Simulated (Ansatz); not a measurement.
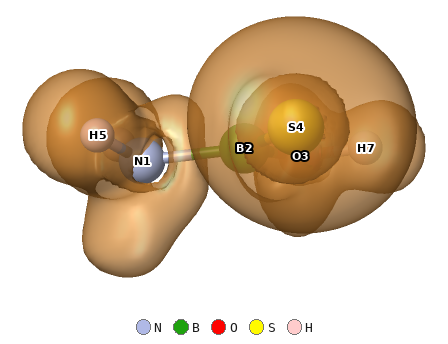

Figure 1: BH3NOS (SMILES NB(O)[S-]) (charge −1). Isosurface of the ELF at 0.75 (orange), seen from one side. Core shells and regions of very low density are left out.

The highest occupied orbital lies above zero, a sign that basis and functional describe the outermost electron poorly.

Computed with RKS PBE0-D4/def2-SVP in Ansatz 0.2.0.

```xyz
7

N    -0.5959    0.9821    0.1228
B    -0.0587   -0.3659   -0.0082
O    -1.0577   -1.3099   -0.3427
S     1.6386   -0.8260    0.2278
H     0.0872    1.7249    0.0645
H    -1.4447    1.1991   -0.3889
H    -0.5579   -2.1338   -0.3731
```

Identify the bonds, lone pairs and shells in this picture.

At this value the surface marks out one region on S in which the atom's valence shell and bonds are merged, one joined region spread over several atoms (H, N), in which their bonds and any lone pairs are merged and one joined region spread over several atoms (H, O), in which their bonds and any lone pairs are merged. Profiles from the grid: B–O (1.41 Å): the ELF peaks at about 0.90 between the atoms (a shared but strongly polarised pair). B–N (1.46 Å): the ELF peaks at about 0.95 between the atoms; a polar covalent bond.
